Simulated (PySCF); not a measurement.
Vertical excitations of a molecule C2H6O3Si from TDDFT-CAM-B3LYP/def2-SVPD in PySCF, as energy in eV (oscillator strength): 5.81 (0.001), 7.74 (0.020), 7.87 (0.006), 8.11 (0.032), 8.26 (0.079), 8.33 (0.016), 8.48 (0.025), 8.62 (0.040), 8.83 (0.017), 8.97 (0.024). Lowest triplet (TDA): 5.30 eV. The structure is a stationary point at B3LYP-D3(BJ)/def2-SVP. One conformer was computed; it need not be the lowest.

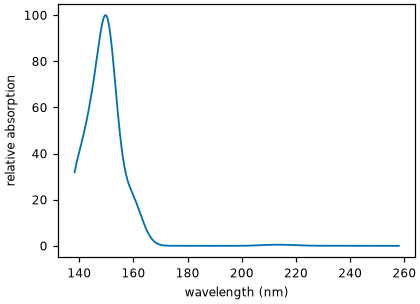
*The lines broadened by 0.4 eV.*

Which structure fits?
(A) O[Si@@H]1COCO1
(B) CC(=O)O[SiH2]O
(C) CC(=O)[SiH](O)O
(D) CO[SiH]1OCO1

B, CC(=O)O[SiH2]O
